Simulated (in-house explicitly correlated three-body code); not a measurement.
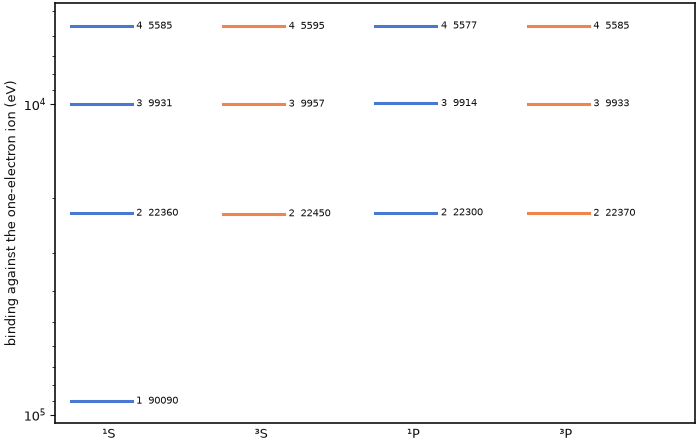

Two electrons around a point charge of unknown size. Computed variationally in 260 exponentially correlated functions with an in-house code, non-relativistic, converged to about 10⁻⁸ of the energy. The plot shows the bound S and P states that converged, by term and principal number n, on a logarithmic scale of binding.

**What is the nuclear charge?**

Z = 82 (lead). The outer electron of the excited states sees a charge of Z − 1, so they are bound by about 13.6 (Z − 1)²/n² eV. The ground state is bound by 90.09 keV. The n = 2 states drawn run, from the deepest, 2 ³S (22.45 keV), 2 ³P (22.37 keV), 2 ¹S (22.36 keV), 2 ¹P (22.30 keV). Exchange puts 2 ³S below 2 ¹S by 96.1 eV and 2 ³P below 2 ¹P by 73.9 eV. Quantum defects n − (Z − 1)/√(2 E(binding)): 2 ³S 0.006, 2 ³P 0.002, 2 ¹S 0.002, 2 ¹P −0.001.
